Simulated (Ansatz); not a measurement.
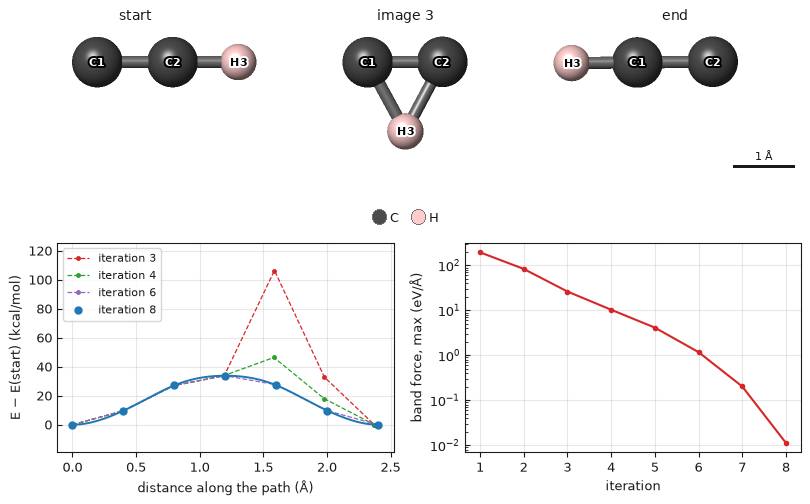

A search for the minimum-energy path of C2H (charge +1) by the nudged elastic band. Images are numbered from 0 (start) to 6 (end). The plot follows the band through its iterations. The picture is a ball-and-stick view, seen face on.

These are results of UKS BHLYP/def2-SVP in Ansatz 0.2.0, not measurements. Settings: 5 movable images; climbing image; force threshold 0.05 eV/Å; iteration limit 60; starting path through a guess of the saddle point.

### How did the profile develop, and is the result final?

The result is final at these settings. The band converged in 8 iterations. The largest component of the band force went from 200 to 0.011 eV/Å. The climbing image converged on the top of the path. Its vibrational analysis gives one imaginary mode (428i cm⁻¹), as a transition state must have. The first iteration put the highest image at 1086.6 kcal/mol. The barrier is about 33.8 kcal/mol in both directions, with image 3 at the top; the ends have the same energy.

Cost: 30 s on 1 thread of Intel(R) Xeon(R) 6975P-C (Granite Rapids) (shared host), peak memory 0.1 GiB.
